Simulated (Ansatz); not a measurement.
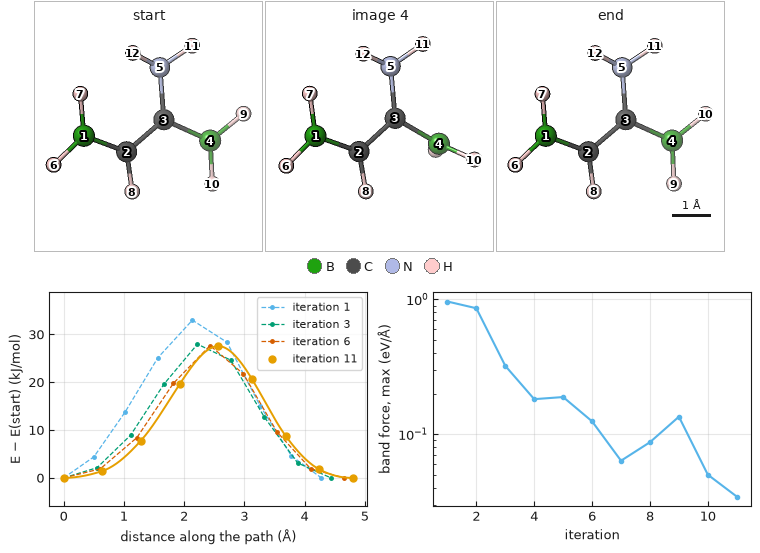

NEB run on C₂H₇B₂N. Images are numbered from 0 (start) to 8 (end). The plot follows the band through its iterations. Style: ball-and-stick. Shown at a tilt.

Method: RKS PBE-D4/STO-3G (Ansatz).

The input:
```yaml
crystal:
  periodic: [false, false, false]
  atoms:
    - { symbol: B, position_ang: [-1.463782, 1.461504, 0.320301] }
    - { symbol: C, position_ang: [-0.959461, 0.040056, 0.346792] }
    - { symbol: C, position_ang: [0.309971, -0.396538, -0.11066] }
    - { symbol: B, position_ang: [0.809422, -1.84829, 0.125371] }
    - { symbol: "N", position_ang: [1.163678, 0.466486, -0.81338] }
    - { symbol: H, position_ang: [-2.555891, 1.723647, 0.676051] }
    - { symbol: H, position_ang: [-0.76639, 2.345197, -0.043133] }
    - { symbol: H, position_ang: [-1.569901, -0.776567, 0.772206] }
    - { symbol: H, position_ang: [1.928213, -2.138871, -0.120084] }
    - { symbol: H, position_ang: [0.0727, -2.650882, 0.575533] }
    - { symbol: H, position_ang: [2.182551, 0.228985, -0.869481] }
    - { symbol: H, position_ang: [0.92589, 1.490173, -0.825317] }
basis:
  gaussian: { orbitals: STO-3G }
hamiltonian:
  xc: pbe
  dispersion: d4
neb:
  order_check: false
  images: 7
  f_tol: 0.05
  max_iterations: 60
  initial_path: idpp
  final_atoms:
    - { symbol: B, position_ang: [-1.46367222, 1.46138942, 0.32034583] }
    - { symbol: C, position_ang: [-0.96043588, 0.03949394, 0.34501317] }
    - { symbol: C, position_ang: [0.30939185, -0.39698391, -0.11176789] }
    - { symbol: B, position_ang: [0.80974318, -1.84821736, 0.12555229] }
    - { symbol: "N", position_ang: [1.1636632, 0.46640842, -0.81335387] }
    - { symbol: H, position_ang: [-2.5548136, 1.72414684, 0.67824233] }
    - { symbol: H, position_ang: [-0.76651604, 2.34516856, -0.04323508] }
    - { symbol: H, position_ang: [-1.57168859, -0.77693245, 0.76969862] }
    - { symbol: H, position_ang: [0.07289961, -2.65163521, 0.57396551] }
    - { symbol: H, position_ang: [1.92965924, -2.13728038, -0.11678519] }
    - { symbol: H, position_ang: [2.18246905, 0.22925784, -0.86838394] }
    - { symbol: H, position_ang: [0.92630021, 1.49008429, -0.82509278] }
```

Command:
```bash
ansatz run input.yaml --threads 1 --pin off --max-ram 2048MiB --backend cpu --events-out ev --progress --plain --runs-dir out
```

### Judge this run.

The result is final at these settings. The band converged in 11 iterations. The largest component of the band force went from 0.96 to 0.035 eV/Å. The climbing image converged on the top of the path. Its vibrational analysis gives one imaginary mode (334i cm⁻¹), as a transition state must have. The first iteration put the highest image at 33.0 kJ/mol. The two ends have the same energy, and the highest point, image 4, lies 27.6 kJ/mol above the start.

Limits of the set-up: STO-3G is a minimal basis, so the numbers are rough.
